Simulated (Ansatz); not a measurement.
# Relaxing graphene zigzag nanoribbon, H-capped, B on C sites (72 atoms), part 3 of 3

Aim: bring graphene zigzag nanoribbon, H-capped, B on C sites (72 atoms) to a nearby minimum of the energy and see what moves.

Ansatz 0.2.0; Kohn-Sham DFT, PBEsol, PAW (set soft_2), plane waves.

The cell: 43 C, 5 B and 24 H. The main run has no spin polarisation. The Brillouin zone is sampled at Γ only, in a cell whose periodic width is 30 Å.

So far. Step 3 (Relaxation): The relaxation changed the energy by -90.3 meV/atom, and atoms moved by 0.40 Å r.m.s., 1.00 Å at most.

## (5) Single point at the relaxed geometry

One more single point at the end of the walk gives the fuller output and checks the residual forces.

input.yaml

```yaml
crystal:
  lattice:
    - [29.52, 0.0, 0.0]
    - [0.0, 15.02056, 0.0]
    - [0.0, 0.0, 10.0]
  atoms:
    - { symbol: C, position: [0.00085, 0.47357, 0.49949] }
    - { symbol: C, position: [0.04285, 0.42956, 0.49896] }
    - { symbol: C, position: [0.03714, 0.62362, 0.49903] }
    - { symbol: C, position: [0.99814, 0.57081, 0.49955] }
    [... 62 atom lines left out ...]
    - { symbol: H, position: [0.79847, 0.33138, 0.49982] }
    - { symbol: H, position: [0.78913, 0.66401, 0.49986] }
    - { symbol: H, position: [0.88126, 0.34017, 0.50047] }
    - { symbol: H, position: [0.87076, 0.67307, 0.50062] }
    - { symbol: H, position: [0.96375, 0.35072, 0.49994] }
    - { symbol: H, position: [0.9527, 0.68271, 0.50009] }
kpoints:
  mp_grid: { grid: [1, 1, 1] }
hamiltonian:
  xc: pbesol
scf:
  occupations: { method: gaussian, width: 0.05 }
output:
  forces: true
  populations: true
  dos:
    method: { smearing: { sigma: 0.15 } }
    de: 0.1
    projected:
      site_lists:
        B: [B]
        C: [C]
        H: [H]
        sheet: [0, 1, 2, 3, 4, 5, 6, 7, 8, 9, 10, 11, 12, 13, 14, 15, 16, 17, 18, 19, 20, 21, 22, 23, 24, 25, 26, 27, 28, 29, 30, 31, 32, 33, 34, 35, 36, 37, 38, 39, 40, 41, 42, 43, 44, 45, 46, 47]
        hydrogen: [48, 49, 50, 51, 52, 53, 54, 55, 56, 57, 58, 59, 60, 61, 62, 63, 64, 65, 66, 67, 68, 69, 70, 71]
  eigenvalues: true
  write_density: true
  write_potential: true
  volumetric_format: npy
```

Command:

```bash
$ ansatz run input.yaml --threads 4 --pin off --max-ram 8192MiB --backend cpu --events-out ev --progress --plain --runs-dir out
```

Numbers of over 12 decimals in the logs are rounded to 6 here.

The program printed:

```text
[...]
Crystal: 72 atoms, lattice volume = 4434.069 Å³
Basis set: ecut = 420 eV, 86621 PW (Γ), exchange–correlation on 400×216×144 points (8 copies of the dense FFT grid, shifted against one another)
Bands: 178, of which v1, the nominal top of the filled ones, is band 106 counted from 1 (105 counted from 0)
Symmetry: 1 space group operations
[...]
k-points: 1
[...]
SCF iter   1: F=—  HF=-11737.249696 eV  |F-HF|=—  |Δ(HF+E_count)|=         —  Δρ=4.35e-3  dr2=2.43e0  ethr=1.77e-3  ⟨swp⟩=7.0  Hψ=925  notcnv=0  defer=48
[...]
SCF iter  23: F=-11736.923924 eV  HF=-11736.923924 eV  |F-HF|=2.51e-7  |Δ(HF+E_count)|=   7.19e-7  Δρ=8.44e-7  dr2=6.24e-8  ethr=4.74e-11  ⟨swp⟩=36.0  Hψ=2604  notcnv=0
SCF 1 converged in 23 iterations: F = -11736.923924 eV  dr2 = 6.24e-8
[...]
WARN: The output density's exchange-correlation potential varies sharply where the density is thin. Do not read a vacuum level from v_tot or v_xc, or from such a field of the output density. On a cell that repeats whose density bears no net charge and no dipole along the vacuum's axis use v_es (v_loc + v_h of the components); [...]
SCF converged after 23 iterations
Free energy (F): -11736.923924 eV
[...]
Internal energy: -11736.887063 eV  (E = F + TS)
E sigma→0 (E₀):  -11736.905493 eV
Entropy (-TS):   -0.036861 eV (-0.512 meV/atom)
Fermi energy:    -3.282307 eV
[...]
--- Forces (eV/Å), atoms counted from 1 ---
  atom   1  C      0.00314962     0.00160971    -0.00036490
  atom   2  C     -0.00901965    -0.00142546     0.00237669
  atom   3  C      0.00628766     0.00154651     0.00383581
  atom   4  C      0.00961262    -0.00406912    -0.00290918
  atom   5  C     -0.00763844     0.00854685     0.00142330
  atom   6  C      0.01308527    -0.00761544    -0.00529004
  atom   7  C     -0.00719078    -0.00373994    -0.00160033
  atom   8  B      0.00340946     0.00131212    -0.00124324
  atom   9  C      0.00039966     0.00289617     0.00009906
  atom  10  C     -0.00490831    -0.00206432    -0.00079567
  atom  11  C      0.00829085     0.00461858     0.00029526
  atom  12  C     -0.00929146    -0.00497181     0.00135839
  atom  13  C     -0.00344281     0.00506460     0.00087571
  atom  14  C      0.00657558    -0.00976727    -0.00210141
[...]
atom  71  H      0.00143960     0.00123281     0.00027330
  atom  72  H     -0.00101390    -0.00160033     0.00023773
  max |Σ_I F_I| component: 1.14e-4 eV/Å
--- Band table (eV) ---
[...]
--- Löwdin populations: 72 sites ---
  site symbol       q [e]
     0      C      3.9558
     1      C      4.0875
     2      C      4.2045
[...]
71      H      0.7987
  spilling = 0.012516 (of n_electrons = 211.000000)
```

Wall time 52 s (4 threads of Arm Neoverse V2, shared host); peak memory 3.1 GiB.

The program notes that the exchange-correlation potential is rough where the density is thin.

The run gave:

| Property | Result |
| --- | --- |
| free energy | -11736.9239 eV |
| free energy per atom | -163.0128 eV/atom |
| SCF cycles | 23 |
| r.m.s. force component | 0.00463 eV/Å |
| longest force | 0.0263 eV/Å |
| Fermi energy | -3.282 eV |
| levels partly filled by over 2 per cent | 2 |
| spilling of the projection | 0.01252 |

Löwdin charges by element (they lack the spilled electrons, 0.037 e an atom on average):

```csv
element,coordination,atoms,mean charge (e),spread,least,most
B,all,5,0.0307,0.0361,-0.0249,0.0617
C,all,43,-0.0438,0.0819,-0.204,0.0844
H,all,24,0.182,0.0439,0.0374,0.205
```

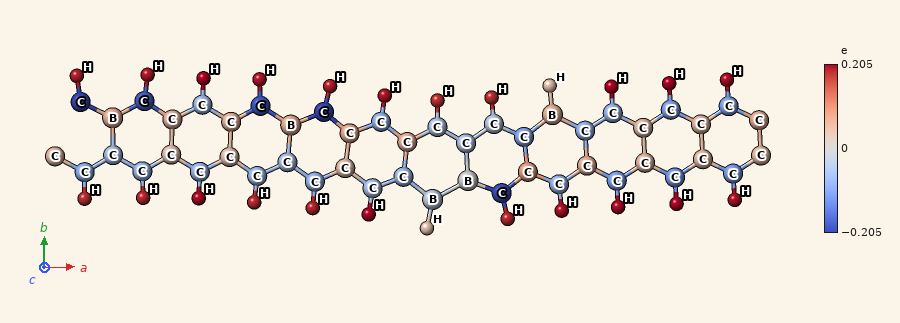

Atoms coloured by Löwdin charge. Some periodic images of atoms are drawn too.

By region:

```csv
region,atoms,mean length of the force (eV/Å)
sheet,48,0.008
hydrogen,24,0.004
```

Density of states as counts of states in windows of 1 eV (from the Fermi level), total and the larger projections:

```csv
from (eV),to (eV),total,sheet,C p,H s,hydrogen,B p,C s
-18,-17,5.8,5.5,0.9,0.2,0.2,0.1,4.5
-17,-16,6.3,5.9,1.4,0.3,0.3,0.1,4.3
-16,-15,9.5,8.8,2.6,0.5,0.5,0.2,6.0
-15,-14,9.0,8.4,3.0,0.5,0.5,0.2,5.2
-14,-13,6.1,5.7,2.6,0.3,0.3,0.1,2.9
-13,-12,7.2,6.6,3.0,0.4,0.4,0.2,3.2
-12,-11,7.5,6.8,3.8,0.6,0.6,0.2,2.7
-11,-10,10.6,9.2,6.0,1.2,1.2,0.2,2.9
-10,-9,8.9,7.9,5.4,0.9,0.9,0.3,1.9
-9,-8,10.7,9.5,7.4,1.0,1.0,0.3,1.4
-8,-7,12.6,10.4,8.3,2.1,2.1,0.3,1.4
-7,-6,21.5,18.0,15.9,3.1,3.1,0.4,1.2
-6,-5,24.0,20.6,19.0,3.0,3.0,0.6,0.5
-5,-4,21.0,18.3,16.7,2.5,2.5,1.0,0.3
-4,-3,16.4,15.3,13.6,1.0,1.0,1.5,0.2
-3,-2,18.4,16.6,13.4,1.7,1.7,2.8,0.3
-2,-1,9.4,9.1,6.8,0.2,0.2,2.2,0.1
-1,0,4.6,4.6,3.9,0.0,0.0,0.7,0.0
0,1,5.1,5.1,4.6,0.0,0.0,0.4,0.0
1,2,5.1,5.1,4.2,0.0,0.0,0.8,0.0
2,3,5.3,5.2,4.6,0.0,0.0,0.6,0.0
3,4,18.9,10.4,9.6,1.2,1.2,0.6,0.2
4,5,28.3,7.7,5.3,2.5,2.5,1.7,0.7
```

Between -19 and -18 eV lie 2 more states.

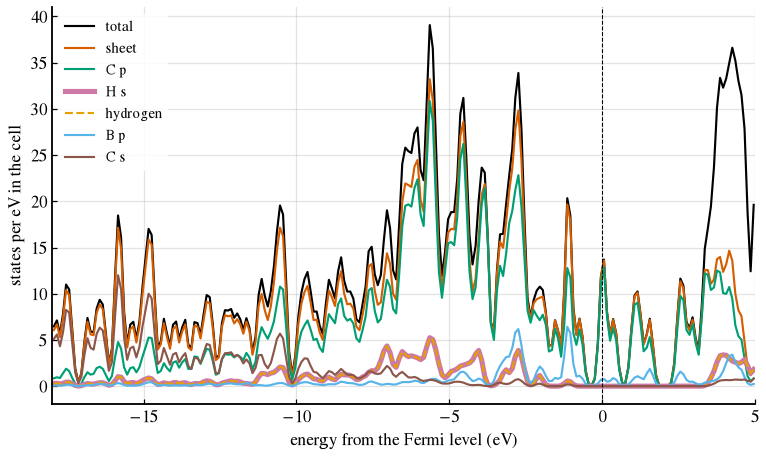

Total and projected density of states, with the broadening of the input.

The levels nearest the highest filled one (over half full), pooled over k-points and spins:

```csv
level less the highest filled one (eV),occupation
-1.15,2
-0.788,2
-0.396,2
-0.379,2
-0.353,2
0,2
0.731,0.869
0.778,0.131
1.11,0
1.76,0
1.94,0
2.28,0
```

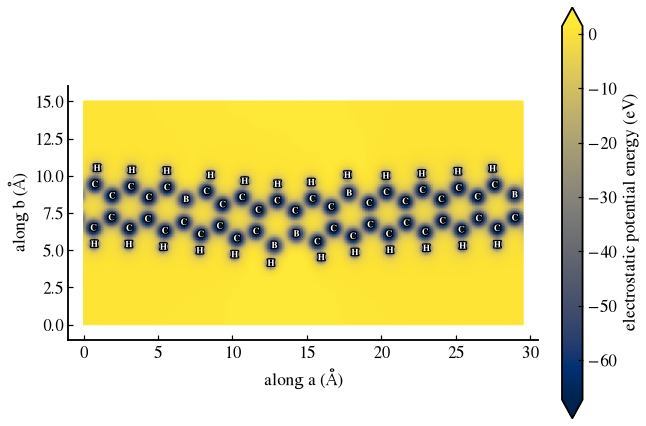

Electrostatic potential energy in the ab plane at fractional z = 0.498, with atoms of C and B and H within 0.2 Å of it. With pseudopotentials it is smooth inside the atoms' cores, unlike the true potential. The map starts off the cell's origin, so that atoms lie inside it.

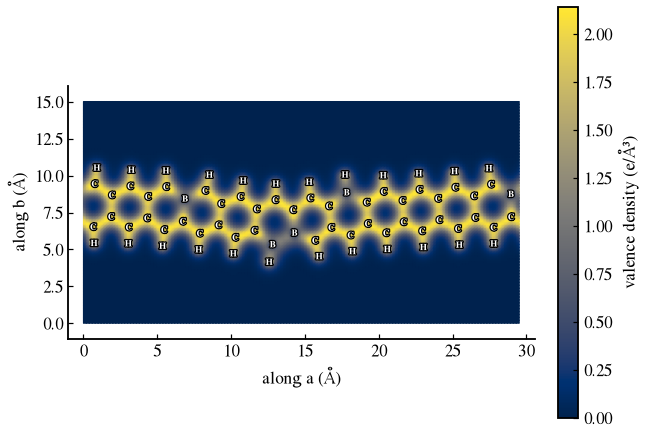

Valence density in the ab plane at fractional z = 0.498, with atoms of C and B and H within 0.2 Å of it. It is the smooth field of the valence electrons, not physical close to the nuclei. The map starts off the cell's origin, so that atoms lie inside it.

Mean Löwdin charges: B +0.03, C -0.04, H +0.18 e (they miss 1.3 % of the electrons, so they add up to more than the cell's charge). Charges this small depend on the projection, at times even in sign. Within 0.4 eV of the Fermi level the largest share is C p (93 % of the projected weight).

A closer look about B26, one of the 5 B atoms: 10 atoms, nearest first, numbered in the order of the input, with positions taken from that point.

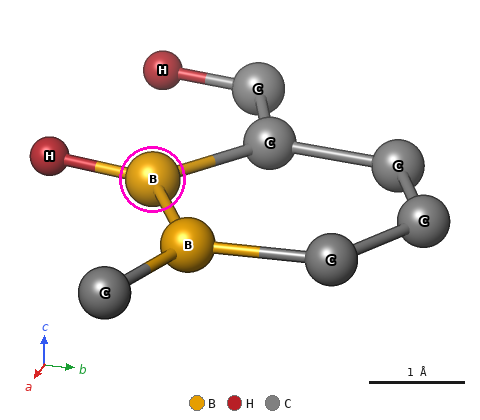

The atoms of the table, within 3.0 Å (arrows a, b, c point along x, y, z); some may hide others; the central atom is ringed.

```csv
atom,x,y,z,distance (Å),bonds,Löwdin charge (e)
B26,0.00,0.00,0.00,0.00,3,-0.02
H61,-0.24,-1.19,0.01,1.21,1,0.04
C25,-1.22,0.95,0.01,1.54,3,-0.07
B29,1.48,0.79,-0.01,1.67,3,0.00
C22,-2.51,0.47,0.01,2.56,3,-0.05
C28,-1.06,2.39,0.01,2.61,3,0.06
C32,1.40,2.33,-0.02,2.72,3,-0.04
H59,-2.67,-0.62,0.02,2.74,1,0.20
C30,2.89,0.26,-0.02,2.90,3,-0.20
C27,0.20,3.01,0.00,3.02,3,-0.05
```

The column of bonds counts only the pairs C-C within 1.82 Å, C-H within 1.34 Å, C-B within 1.93 Å, H-B within 1.44 Å, B-B within 2.05 Å; other neighbours, such as metal atoms beside each other in a compound, aren't counted, and periodic images can show an atom twice.

## (6) A changed input

The input is spoilt on purpose; the run shows how that looks.

input.yaml

```yaml
crystal:
  lattice:
    - [29.52, 0.0, 0.0]
    - [0.0, 15.02056, 0.0]
    - [0.0, 0.0, 10.0]
  atoms:
    [... the 72 atom lines of step 2 ...]
kpoints:
  mp_grid: { grid: [1, 1, 1] }
hamiltonian:
  xc: pbesol
scf:
  occupations: { method: gaussian, width: 0.05 }
  max_iter: 100
output:
  forces: true
basis:
  ecutwfc: "80 eV"
```

The program printed:

```text
Warning: basis.ecutwfc = 80 eV is below the records' recommended 420 eV, and the density's cutoff is lower with it unless basis.ecutrho_ratio is high enough to keep the records' density cutoff: compare with a run at a higher cutoff
[...]
Crystal: 72 atoms, lattice volume = 4434.069 Å³
Basis set: ecut = 80 eV, 7189 PW (Γ), exchange–correlation on 180×90×60 points (8 copies of the dense FFT grid, shifted against one another)
Bands: 178, of which v1, the nominal top of the filled ones, is band 106 counted from 1 (105 counted from 0)
Symmetry: 1 space group operations
[...]
k-points: 1
[...]
SCF iter   1: F=—  HF=-11237.026518 eV  |F-HF|=—  |Δ(HF+E_count)|=         —  Δρ=6.63e-2  dr2=1.73e2  ethr=1.77e-3  ⟨swp⟩=13.0  Hψ=1385  notcnv=0  defer=20
[...]
SCF iter   3: F=—  HF=-11172.295116 eV  |F-HF|=—  |Δ(HF+E_count)|=    1.15e1  Δρ=9.54e-3  dr2=9.67e0  ethr=1.77e-3  ⟨swp⟩=4.0  Hψ=334  notcnv=0  defer=12
automatic band count: iteration 3 solves 123 bands in place of 178: the levels show a gap, and the empty bands left out lie too high to hold charge; the band table lists the bands solved (type scf.n_extra_bands for more)
SCF iter   4: F=—  HF=-11169.890931 eV  |F-HF|=—  |Δ(HF+E_count)|=    2.40e0  Δρ=3.05e-3  dr2=9.39e-1  ethr=1.77e-3  ⟨swp⟩=5.0  Hψ=247  notcnv=0  defer=6
[...]
SCF iter  24: F=-11169.625295 eV  HF=-11169.625295 eV  |F-HF|=2.61e-8  |Δ(HF+E_count)|=   9.11e-8  Δρ=7.05e-7  dr2=7.62e-8  ethr=4.74e-11  ⟨swp⟩=4.0  Hψ=370  notcnv=0
SCF 1 converged in 24 iterations: F = -11169.625295 eV  dr2 = 7.62e-8
[...]
SCF converged after 24 iterations
Free energy (F): -11169.625295 eV
[...]
Internal energy: -11169.597085 eV  (E = F + TS)
E sigma→0 (E₀):  -11169.611190 eV
Entropy (-TS):   -0.028209 eV (-0.392 meV/atom)
Fermi energy:    -2.218091 eV
[...]
--- Forces (eV/Å), atoms counted from 1 ---
  atom   1  C     -2.37645282    -4.90978694    -0.05138312
  atom   2  C      2.67848395    -4.09088221     0.04908625
  atom   3  C     -8.35162625     6.96368657     0.06307003
  atom   4  C      0.63118150     4.45728636    -0.04770506
  atom   5  C      1.54903693    -6.37096849     0.16749551
  atom   6  C     -6.79679316    -3.21335293    -0.02224254
  atom   7  C     -0.00084075     7.96988227     0.06914520
  atom   8  B      4.52917221    -2.56550243    -0.08509992
  atom   9  C      4.46916983     0.16944035    -0.30678255
  atom  10  C     -3.13572644     3.41304149     0.09796435
  atom  11  C     -4.74190172     2.56167936     0.08869119
  atom  12  C      4.47377722    -0.36690194     0.04725301
  atom  13  C      4.29001562     1.24320638     0.05518052
  atom  14  C     -1.06951769     1.45579358    -0.12640315
[...]
atom  71  H     -0.10802382    -8.18313239     0.18715809
  atom  72  H     -0.00590037     5.41295708     0.01988652
  max |Σ_I F_I| component: 1.15e-2 eV/Å
```

Run time: 4.6 s. Hardware: 4 threads; peak memory 0.49 GiB.

The program notes that the cutoff lies under the one recommended for these potentials.

The SCF closed, but on a changed input, so its numbers are not taken as the system's.

The fault in the input: a cutoff far too low (basis.ecutwfc = "80 eV"). The fix is to take out basis.ecutwfc.

How far it lies from the reference, the single point at the start:

| Property | Result |
| --- | --- |
| r.m.s. difference of force components | 2229 meV/Å |
| longest difference of force vectors | 8364 meV/Å |
| force difference over r.m.s. force | 123.5 % |

## (7) Summary of results

- energy change in the relaxation: -90.31 meV/atom
- r.m.s. displacement: 0.395 Å
- largest displacement: 0.996 Å
- free energy per atom: -163.0128 eV/atom
- r.m.s. force component: 0.00463 eV/Å
- wall time of the 4 DFT runs: 5.2 min

**Reading.** Relaxation lowers the energy by 90.3 meV/atom and moves atoms by 0.40 Å r.m.s.; the r.m.s. force component goes from 1.8 to 0.0046 eV/Å. By the final cutoffs no bond was broken or made. From the first step to the last the energy fell by 6.502 eV, and the largest move was 1.00 Å (H61). The C-B bonds go from 1.404 Å (spread 0.025) to 1.518 Å (spread 0.023). With the cutoffs above, all B atoms have 3, all C atoms have 3 and all H atoms have 1 bonded neighbour. No gap is quoted: the electron count is odd and spin is off, so a level is left part filled.

[Logs are printed without paths, hosts, clocks, repeated set-up lines and the standing remarks that a program may print on its own settings, such as how far it seeks lower states.]

[Hosts, paths, dates, database ids (printed as entryN), source tags and the programs' standing remarks are cut or masked in the printed files.]
